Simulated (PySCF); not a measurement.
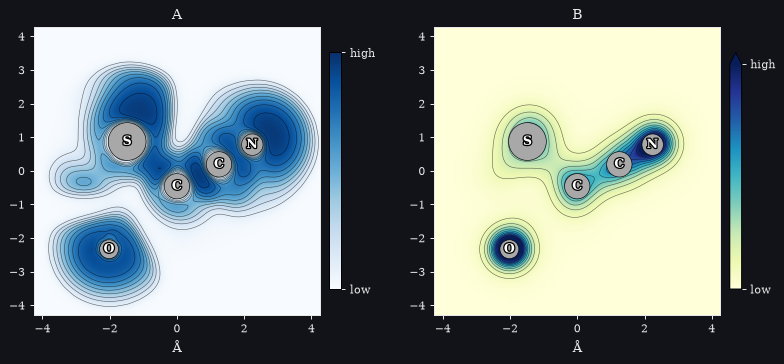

C3H2NO4S (charge −1): 2 fields on the plane of atoms C2, C3 and S7, with unlabelled colour scales. Grey discs cover the atomic cores.

Geometry: GFN2-xTB.

Computed with PBE0/pcSseg-1, SCF density, gas phase, non-relativistic in PySCF.

```xyz
11

N    -2.0718   -2.2315    1.2095
C    -1.2536   -1.4711    0.9315
C    -0.3072   -0.4894    0.5680
O     0.6562   -0.9196   -0.3280
C     1.4074    0.2033   -0.7609
O     2.0388    0.8705    0.0397
S    -1.1729    0.9637   -0.4823
O    -1.3202    2.0522    0.4836
O     0.0796    1.0723   -1.3758
H     0.1084    0.0536    1.4279
H     1.8407   -0.1014   -1.7391
```

**Match the panels to the quantities (electron density and electron localisation function).**

Panel A: electron localisation function. Panel B: electron density. From the grid: C–N (1.15 Å): the density is about 3.5 e/Å³ at the midpoint; the ELF peaks at about 0.85 between the atoms (a multiple bond). C–C (1.41 Å): ρ is about 2 e/Å³ halfway; the ELF peaks at about 0.95 between the atoms (a covalent bond).
